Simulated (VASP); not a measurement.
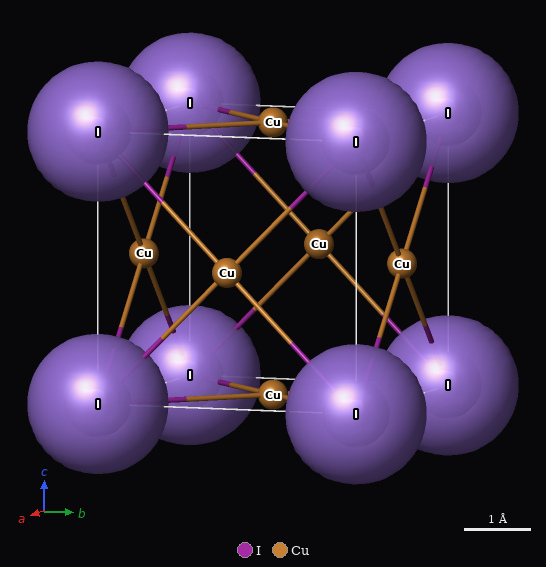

Figure 1: Cu₃I. Isosurface of the ELF at 0.8 (purple), seen slightly off an axis. Core shells and regions of very low density are left out. Sticks mark near contacts.

Space group Pm-3m; a generated structure, not necessarily the stable one; computed pressure about −6 GPa in this cell.

Level of theory: VASP, Kohn-Sham DFT of a periodic cell, PBE, VASP PAW PBE potentials, recommended.

```cif
data_structure
_symmetry_space_group_name_H-M 'P 1'
_symmetry_Int_Tables_number 1
_cell_length_a 4.1924
_cell_length_b 4.1924
_cell_length_c 4.1924
_cell_angle_alpha 90.000
_cell_angle_beta 90.000
_cell_angle_gamma 90.000
_cell_volume 73.69
loop_
_atom_site_label
_atom_site_type_symbol
_atom_site_fract_x
_atom_site_fract_y
_atom_site_fract_z
_atom_site_occupancy
I1 I 0.00000 0.00000 0.00000 1
Cu1 Cu 0.00000 0.50000 0.50000 1
Cu2 Cu 0.50000 0.00000 0.50000 1
Cu3 Cu 0.50000 0.50000 0.00000 1
```

What do the ELF domains correspond to?

Answer. The ELF exceeds this value in one region wrapped around I (its valence shell), counted in one cell of 4 atoms. Regions shared between cells count once.

Values along the shortest contacts:
Cu–I (2.96 Å): the ELF is about 0.35 at the midpoint and 0.15 at its lowest between the atoms.
